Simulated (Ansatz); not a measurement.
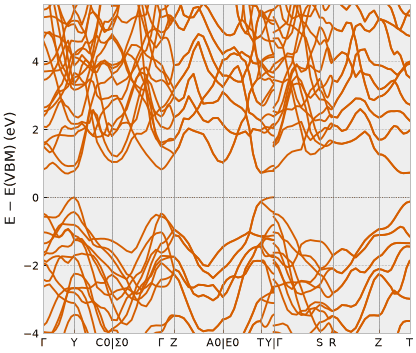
Fig. 1. Band structure from DFT-r²SCAN in the program Ansatz with PAW potentials

Task: Read off the gap and where the band edges lie.

Result: About 0.7 eV (0.69 eV by a search for the band edges); maximum at Y, minimum on the Γ–Y line, 77 % of the way from Γ.

Task: Which compound is it?
(A) Cl, molecular I2 type
(B) Si, Cmcm (Si on 8f, Si on 8f, Si on 8f)
(C) Ta3N5, Cmcm (Pearson symbol oS32)
(D) I, molecular I2 type

Result: B, Si, Cmcm (Si on 8f, Si on 8f, Si on 8f)

The workflow started from a Materials Project entry (that database holds measured and hypothetical structures alike); the Crystallography Open Database copy checked does not list it. It is not the phase usual at ambient conditions (space group No. 227). The r²SCAN relaxation kept the symmetry of its start; whether a distortion lowers the energy is not shown.

Potentials: the later of the program's two PAW sets.
